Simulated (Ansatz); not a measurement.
# AlBSe2 (SMILES B1=[Se+2]=[Al-2][Se]1): what the fields show

Input file:

```
basis:
  gaussian: {orbitals: def2-TZVPD}
crystal:
  periodic: [false, false, false]
  atoms:
    - {symbol: Al, position_ang: [-1.584640, 1.107868, -0.981582]}
    - {symbol: B, position_ang: [0.637941, 0.219229, -0.167592]}
    - {symbol: Se, position_ang: [0.445637, -0.584938, -1.772844]}
    - {symbol: Se, position_ang: [0.121240, 1.306860, 1.177999]}
hamiltonian: {xc: pbe0}
output: {forces: true, orbitals: {seedname: orbitals}}
```

Launched as:

```sh
ansatz run input.yaml --threads 2 --pin off --max-ram 4350MiB --events-out events.jsonl --progress --plain --runs-dir runs
```

Geometry: PBE0-D3(BJ)/pcseg-1.

Method: isolated molecule in a Gaussian basis; Kohn-Sham density functional theory, functional PBE0 (Ansatz).

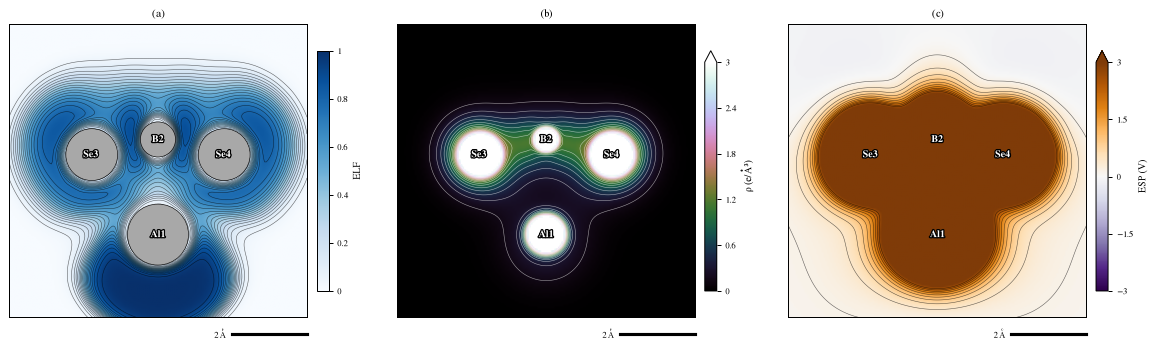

Figure 1. (a) electron localisation function; (b) total electron density; (c) electrostatic potential on the molecular plane. Grey discs cover the atomic cores in the ELF map.

Q: Read the bonding off the picture.

A:
- The section cuts through Al, B and Se sites.
- B–Se (1.81 Å): the density is about 1.2 e/Å³ at the midpoint; the ELF peaks at about 0.85 between the atoms; localised, covalent bonding.
- Al–Se (2.76 Å): the density is about 0.3 e/Å³ at the midpoint, with its minimum of 0.23 e/Å³ about 1.0 Å from Al; the ELF peaks at about 0.70 in the valence shell of Se, 1.1 Å from its nucleus, and is about 0.65 at the midpoint.
- The ELF also peaks beside Se4 and Se3, away from the bonds: lone-pair regions.
- The potential has no marked negative region in this plane.

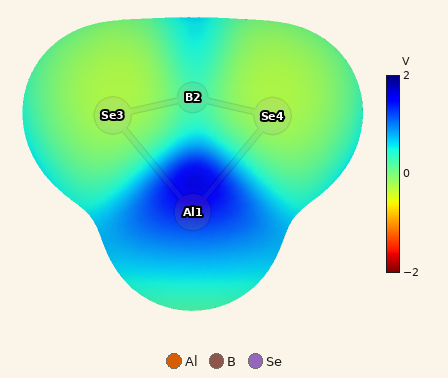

Figure 2. The molecular electrostatic potential painted on the density surface at 0.002 e/bohr³, seen across its widest extent; the colour scale runs from red (negative) to blue (positive).

Q: Describe the electrostatic potential map.

A: The most negative region (about −0.3 V) lies over Se3 and Se4, the most positive (about +1.6 V) over Al1.

Q: How polar is the molecule by this calculation?

A: Its dipole moment is 1.05 D.

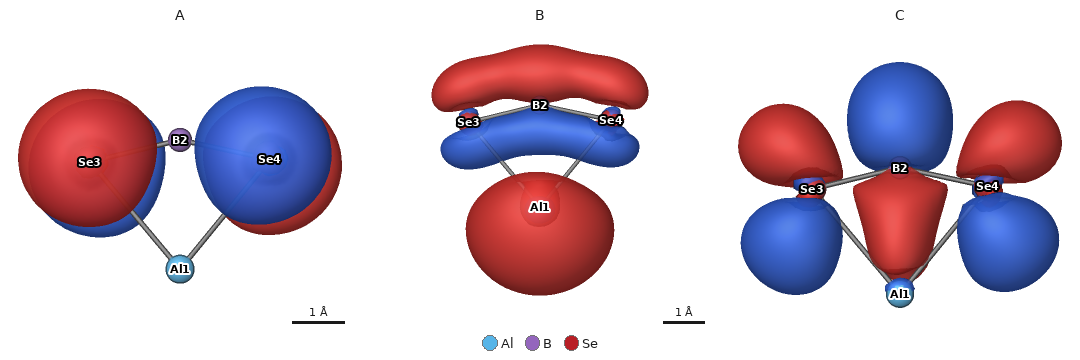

Figure 3. Three frontier orbitals at ±0.08 Å⁻³ᐟ² (blue and red are the two phases), in no order.

Q: Which picture is the HOMO−1, the HOMO and the LUMO?

A: A is the HOMO−1 (−7.17 eV). Its weight (Hirshfeld) is mainly on Se4 (about 45 %) and Se3 (about 45 %); it changes sign across the molecular plane (π type). B is the HOMO (−6.82 eV). By Hirshfeld shares it lies mainly on Al1 (about 70 %), B2 (about 10 %), Se3 (about 10 %) and Se4 (about 10 %); it is symmetric in the molecular plane (an in-plane orbital: σ, lone-pair or in-plane π type). C is the LUMO (−1.93 eV). By Hirshfeld shares it lies mainly on B2 (about 35 %), Se3 (about 30 %), Se4 (about 30 %) and Al1 (about 10 %); it is symmetric in the molecular plane (an in-plane orbital: σ, lone-pair or in-plane π type).

Q: What is the HOMO–LUMO gap?

A: 4.89 eV between the orbital energies.
